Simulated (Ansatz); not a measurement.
**AsCuH$_{4}$O (Cu(AsH3)(OH)): density, localisation and related maps**

Input file:

```
crystal:
  periodic: [false, false, false]
  atoms:
    - {symbol: Cu, position_ang: [-0.032250, 0.055750, -1.042699]}
    - {symbol: As, position_ang: [-0.060421, 0.078847, 1.199828]}
    - {symbol: H, position_ang: [1.236057, -0.034491, 1.991154]}
    - {symbol: H, position_ang: [-0.833689, -0.973744, 1.984557]}
    - {symbol: H, position_ang: [-0.614119, 1.291213, 1.935811]}
    - {symbol: O, position_ang: [-0.085691, 0.161549, -2.828804]}
    - {symbol: H, position_ang: [0.390122, -0.579124, -3.239836]}
basis:
  gaussian: {orbitals: def2-TZVP, initial_orbitals: start.molden}
hamiltonian: {xc: pbe0, dispersion: d4}
scf: {omitted_lower_state_checks: [starts]}
output: {orbitals: {seedname: orbitals}}
```

Launched as:

```sh
ansatz run in.yaml --threads 4 --pin off --events-out ev --progress --plain --max-ram 3916MiB
```

Geometry: PBE-D4/def2-TZVP.

The calculation used Ansatz, RKS PBE0-D4/def2-TZVP.

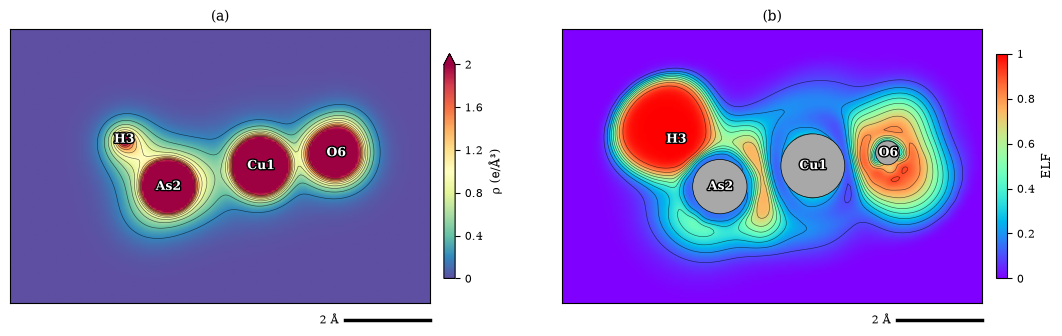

Figure 1. (a) electron density; (b) electron localisation function on the plane of atoms Cu1, As2 and H3. Grey discs cover the atomic cores in the ELF map.

Read the bonding off the picture.

- The plane passes through Cu, As, H and O nuclei.
- Cu–O (1.79 Å): ρ is about 0.86 e/Å³ halfway; the ELF peaks at about 0.85 in the valence shell of O, 0.6 Å from its nucleus, and is about 0.20 at the midpoint.
- Cu–As (2.24 Å): the density is about 0.6 e/Å³ at the midpoint; the ELF peaks at about 0.70 between the atoms.
- As–H (1.52 Å): ρ is about 1.2 e/Å³ halfway; the ELF climbs to about 1 towards the hydrogen, as it does in any bond to H.

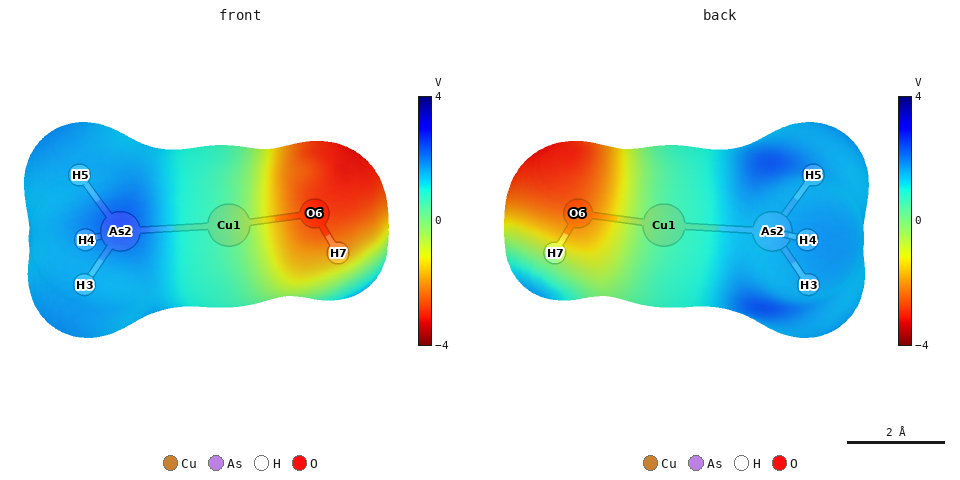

Figure 2. The molecular electrostatic potential painted on the density surface at 0.004 e/bohr³, seen from the front and from behind; the colour scale runs from red (negative) to blue (positive).

Where is the surface potential most negative and most positive?

The most negative region (about −3.2 V) lies over O6, the most positive (about +2.4 V) over As2. O6 is the likeliest acceptor of a hydrogen bond.

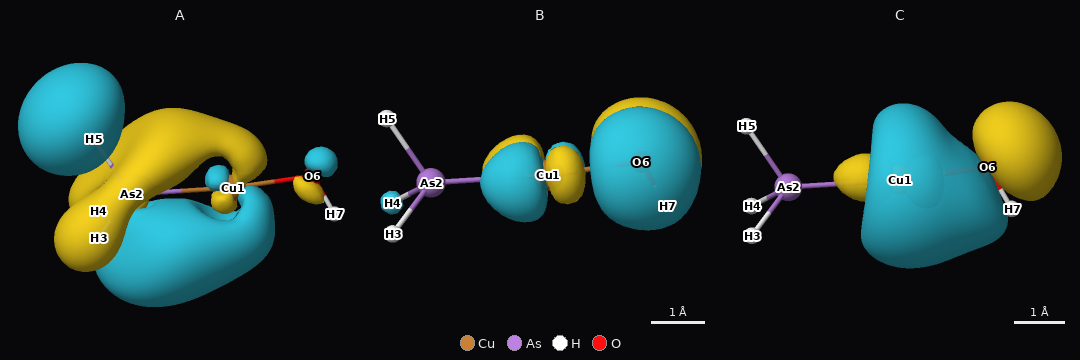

Figure 3. Three frontier orbitals at ±0.08 Å⁻³ᐟ² (yellow and cyan are the two phases), in no order.

Which picture is the HOMO−1, the HOMO and the LUMO?

C is the HOMO−1 (−6.49 eV). It lies mainly on Cu1 (about 55 %) and O6 (about 40 %). B is the HOMO (−6.18 eV). It lies mainly on O6 (about 70 %) and Cu1 (about 25 %). A is the LUMO (−0.67 eV). By Hirshfeld shares it lies mainly on As2 (about 50 %), H5 (about 20 %) and Cu1 (about 20 %).

What is the HOMO–LUMO gap?

5.51 eV between the orbital energies.
